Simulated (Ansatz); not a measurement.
# RPA@PBE0/6-31G(d) (spherical functions) run of [SiF5]− (SMILES F[Si-](F)(F)(F)F)

What is the vertical singlet–triplet gap of [SiF5]− at RPA@PBE0/6-31G* (spherical functions)? 

The results are computed with Ansatz 0.2.0.

16 further runs of the same task are left out: 14 that didn't finish, 2 set aside as unsound or not needed. Runs told in other sessions of the task aren't counted.

## 1. Starting point

The species is [SiF5]− (6 atoms), meant as a singlet with charge -1. As SMILES, `F[Si-](F)(F)(F)F`. The coordinates come from a PBE0-D4/def2-TZVPD relaxation.

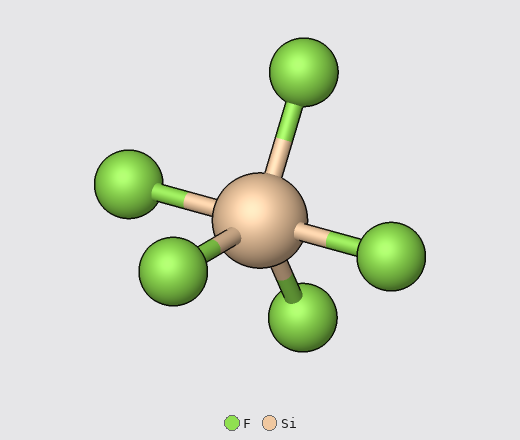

Viewed from a chosen angle; fluorine green, silicon light orange.

## 2. A single-point energy at RPA@PBE0/6-31G(d) (spherical functions)

Contents of job.yaml:

```yaml
crystal:
  periodic: [false, false, false]
  atoms:
    - symbol: F
      position_ang: [-0.716900, -1.106000, 1.023500]
    - symbol: Si
      position_ang: [-0.000000, -0.000000, -0.000000]
    - symbol: F
      position_ang: [-1.466700, 0.583500, -0.396400]
    - symbol: F
      position_ang: [0.651500, -1.218400, -0.860200]
    - symbol: F
      position_ang: [0.716500, 1.105800, -1.024000]
    - symbol: F
      position_ang: [0.815500, 0.635100, 1.257000]
basis:
  gaussian:
    orbitals: 6-31G_st_-spherical.json
total_charge: -1
hamiltonian:
  xc: {name: PBE0}
correlation:
  method: rpa
  frozen_orbitals: {F: 1, Si: 5}
accuracy: high
```

The basis set 6-31G* is read from a file made from the Basis Set Exchange's data (not shown).

Command:

```bash
ansatz run job.yaml --threads 1 --pin off --max-ram 3480MiB --events-out events.jsonl --progress --plain --runs-dir runs
```

Output:

```text
Warning: RAYON_NUM_THREADS=1 ignored (pool sized by the plan → 1); use --threads N
Functional definition: PBE0
  name "PBE0"
  parameter a = 0.25
  parameter kappa = 0.804
  parameter beta = 0.06672455060314922
  exchange = (1 - a)*pbe_x(kappa = kappa, mu = beta*pi^2/3) + a*exact_x
  correlation = pbe_c(beta = beta)
1915 factors; integrals over basis functions are off by at most 3.6e-9 eV
mean field evaluation 1: about -21452.7946 eV, gradient 3.0e1 eV
mean field evaluation 2: about -21452.9491 eV, gradient 3.1e1 eV
mean field evaluation 4: about -21454.4223 eV, gradient 1.4e0 eV
mean field evaluation 8: about -21454.4303 eV, gradient 1.0e-2 eV
mean field evaluation 16: about -21454.4303 eV, gradient 3.7e-7 eV
mean field -21454.43031683 eV, -788.4357718082 hartree, gradient 8.0e-9 eV, S^2 0.000000; 0 other end points of the search recorded, 0 dependent functions left out
10 core orbitals not correlated: weight in the atoms' cores, before any rotation towards them, 1.000 or more for the frozen orbitals, at most 0.000 for the correlated occupied ones
reference -21399.82564864 eV, -786.4290872646 hartree; 20, 20 occupied and 58, 58 virtual orbitals, 1915 factors
Total energy: -21433.51686599 eV, -787.6672166657 hartree
```

It took 13 s on 1 thread of Arm Neoverse V1, shared host; peak memory 0.31 GiB.

## 3. The triplet at the same level

Edit job.yaml of step 2 so:

```diff
@@ -19,4 +19,5 @@
 total_charge: -1
-hamiltonian:
-  xc: {name: PBE0}
+magnetization:
+  spin_polarized: true
+  initial_magnetization: 2
 correlation:
@@ -24,2 +25,4 @@
   frozen_orbitals: {F: 1, Si: 5}
+hamiltonian:
+  xc: {name: PBE0}
 accuracy: high
```

The basis set 6-31G* is read from a file made from the Basis Set Exchange's data (not shown).

Command:

```bash
ansatz run job.yaml --threads 1 --pin off --max-ram 3480MiB --events-out events.jsonl --progress --plain --runs-dir runs
```

Output (excerpt; [...] marks lines left out):

```text
Warning: RAYON_NUM_THREADS=1 ignored (pool sized by the plan → 1); use --threads N
[... 2 set-up lines as earlier in the session ...]
[...]
1915 factors; integrals over basis functions are off by at most 3.6e-9 eV
[...]
mean field -21444.22519082 eV, -788.0607403446 hartree, gradient 7.2e-8 eV, S^2 2.004059; 13 other end points of the search recorded, 0 dependent functions left out
10 core orbitals not correlated: weight in the atoms' cores, before any rotation towards them, 1.000 or more for the frozen orbitals, at most 0.000 for the correlated occupied ones
reference -21386.03568486 eV, -785.9223154431 hartree; 21, 19 occupied and 57, 59 virtual orbitals, 1915 factors
Total energy: -21422.69218040 eV, -787.2694168073 hartree
```

It took 2.8 min on 1 thread of Arm Neoverse V1, shared host; peak memory 0.5 GiB.

## 4. What came out

Level: RPA@PBE0/6-31G* (spherical functions), 10 core orbitals frozen.

| quantity | value |
| --- | --- |
| singlet: total energy | -787.66722 Eh |
| singlet: RPA correlation energy (valence) | -1238.1 mEh |
| triplet: total energy | -787.26942 Eh |
| triplet: RPA correlation energy (valence) | -1347.1 mEh |
| triplet: ⟨S²⟩ of the reference determinant | 2.004 |
| vertical energy of the triplet above the singlet | 10.825 eV |

What this shows: At this shape the triplet lies 10.82 eV (250 kcal/mol) above the singlet. For an anion a state so high probably lies above electron detachment.
